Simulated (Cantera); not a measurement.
A closed system holds: 1 mol Fe, 0.015 mol H₂S, 5.2 mol CO, held at 140 Pa.

Equilibrium computed with Cantera from the NASA thermochemical tables; the gas is ideal and each condensed phase is pure. Candidate condensed phases: C, C₆H₆, C₇H₈, C₈H₁₈, Fe, Fe(CO)₅, FeO, Fe(OH)₂, Fe(OH)₃, FeS, FeSO₄, FeS₂, Fe₂O₃, Fe₂(SO₄)₃, Fe₃O₄, H₂O, H₂SO₄, S; 127 gas species. Kinetics and transport are ignored.

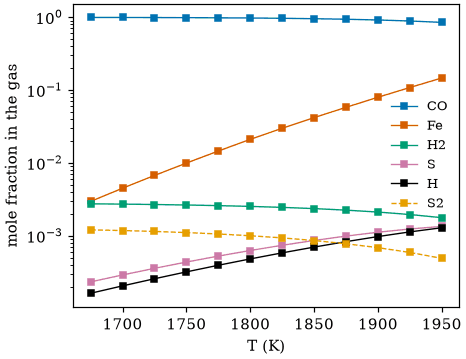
Figure. Equilibrium gas composition (values under 1e-9 drawn at 1e-9)

Q: Read off the mole fractions at 1800 K.

A: CO about 0.97, Fe about 0.021, H₂ about 0.0025, S₂ about 0.0010, S about 0.00063, H about 0.00048.
